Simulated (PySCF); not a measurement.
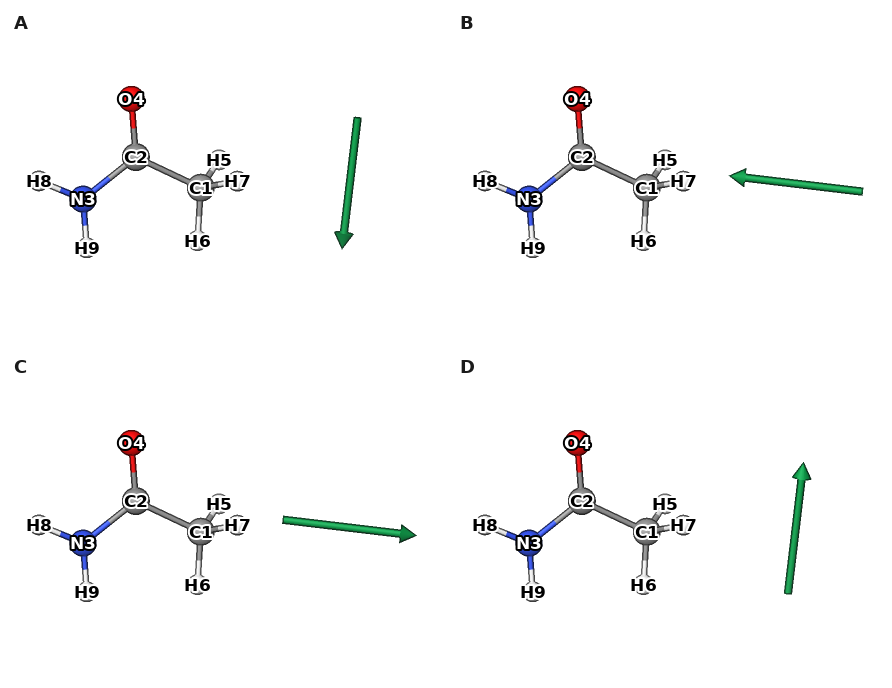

The same molecule four times, each with an arrow. Computed geometry: PBE0-D3(BJ)/def2-SVP optimisation. No frequency run is at hand to confirm it as a minimum. Properties computed with B97-2/pcSseg-2, gas phase (PySCF 2.14.0).

Question: Which arrow points along the dipole moment, from the negative to the positive end?

Answer: A. The dipole moment is 3.90 D; it points from the side of O4 to the side of H9 (the outermost atoms at the two ends).
